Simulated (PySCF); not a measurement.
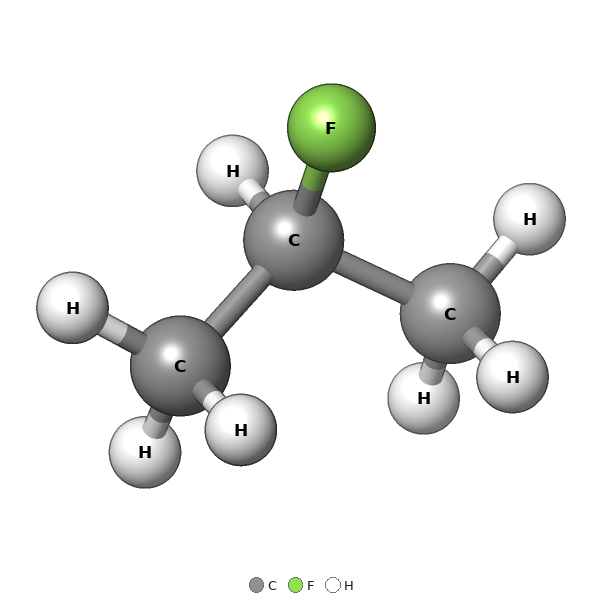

Ball-and-stick drawing of a structure. Every bond is drawn as one stick, whatever its order.

The computed structure is the end point of a GFN2-xTB optimisation. No frequency run is at hand to confirm it as a minimum.

Count the atoms of each element.

C3H7F, 11 atoms: 3 carbon, 7 hydrogen and 1 fluorine.

How many bonds of each kind are drawn?

7 C–H, 2 C–C, 1 C–F.

Write the SMILES.

CC(C)F

Describe its rings.

It has no ring.

The parts below concern this one geometry. Atoms keep their numbers from picture to picture.

Shape

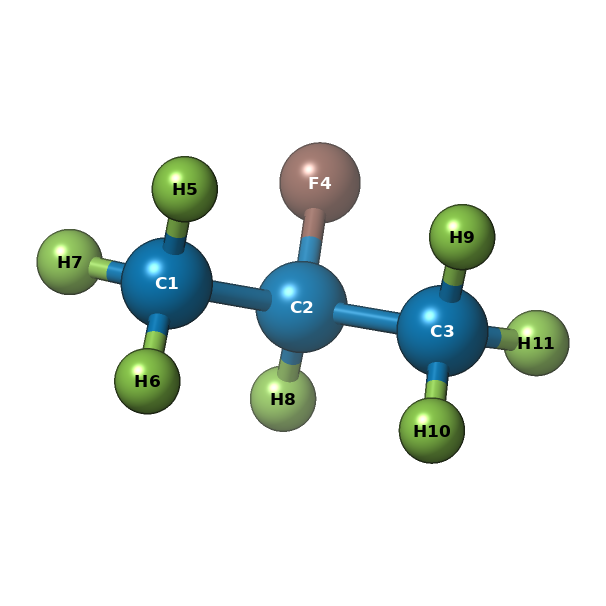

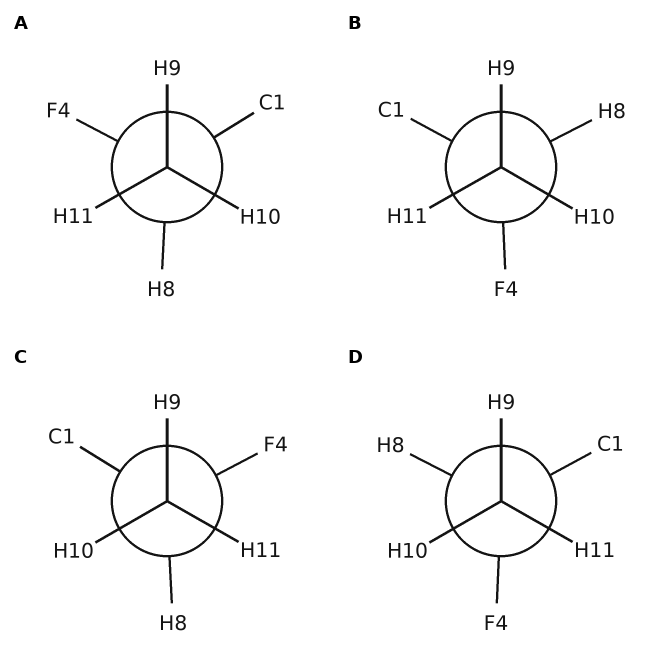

Depth is shown by fading: the farther an atom, the more it takes the colour of the background. Bonds that would overlap in a projection are set slightly apart. No frequency run is at hand to confirm it as a minimum.

Which Newman projection shows the view along C3–C2, with C3 in front?

C. The torsion angle H9–C3–C2–F4 is 62°, synclinal (gauche).

NMR shielding

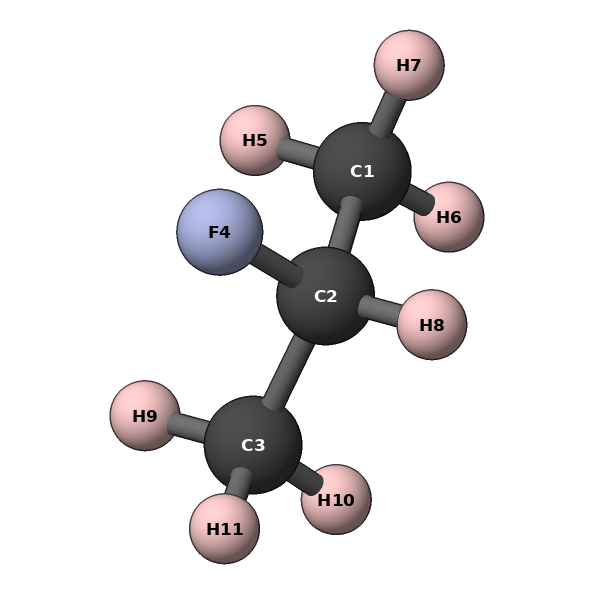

No frequency run is at hand to confirm it as a minimum. Method: GIAO PBE0/pcSseg-1 NMR shielding, non-relativistic, gas phase (PySCF 2.14.0). Principal shieldings σ11 ≤ σ22 ≤ σ33, span Ω = σ33 − σ11, skew κ = 3(σiso − σ22)/Ω.

Give the shielding tensors of the F atoms.

```
atom    σ11    σ22    σ33   σiso     Ω     κ
  F4  352.7  371.4  391.0  371.7  38.3  0.03
```

Shieldings and span in ppm.

Electronic properties

No frequency run is at hand to confirm it as a minimum. Properties computed with PBE0/pcSseg-1, gas phase (PySCF 2.14.0).

What is the dipole moment?

1.89 D.

Estimate the HOMO energy (Kohn–Sham orbital).

−9.15 eV.

Give the HOMO–LUMO gap at this level.

10.69 eV.

Charges

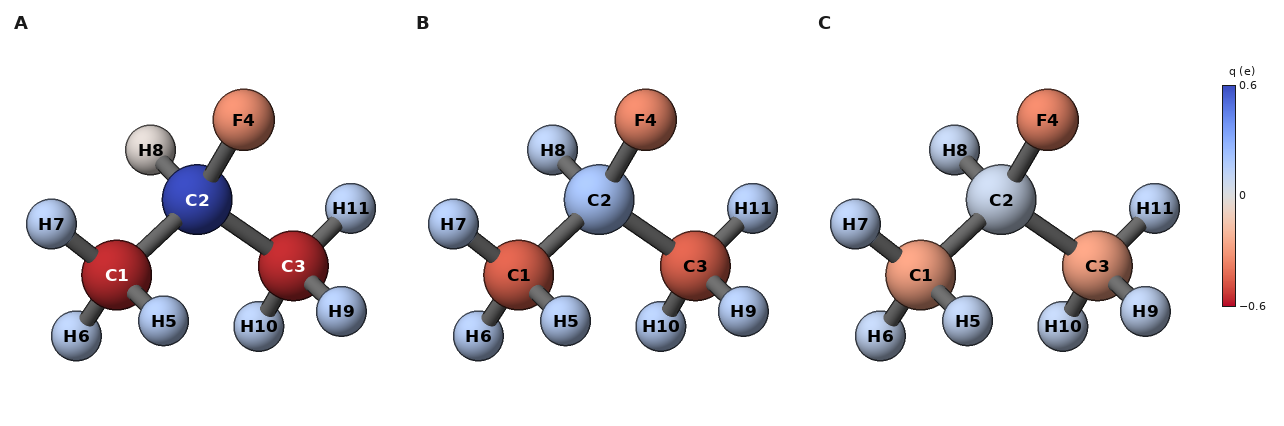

Atomic charges of one calculation by 3 schemes, on one colour scale. No frequency run is at hand to confirm it as a minimum. Method: PBE0/pcSseg-1 (PySCF 2.14.0).

The schemes are ESP-fitted, IAO, Mulliken. Which panel shows which?

A ESP-fitted, B IAO, C Mulliken.

List the charges (e), one line for each set of equivalent atoms.

```
   atom  ESP-fitted    IAO  Mulliken
 C1, C3       −0.55  −0.44     −0.27
     C2        0.60   0.20      0.08
     F4       −0.32  −0.34     −0.35
 H5, H9        0.15   0.15      0.12
H6, H10        0.14   0.15      0.11
H7, H11        0.14   0.15      0.13
     H8       −0.03   0.13      0.10
```

Mulliken values depend strongly on the basis set and can even reverse the polarity of a bond.
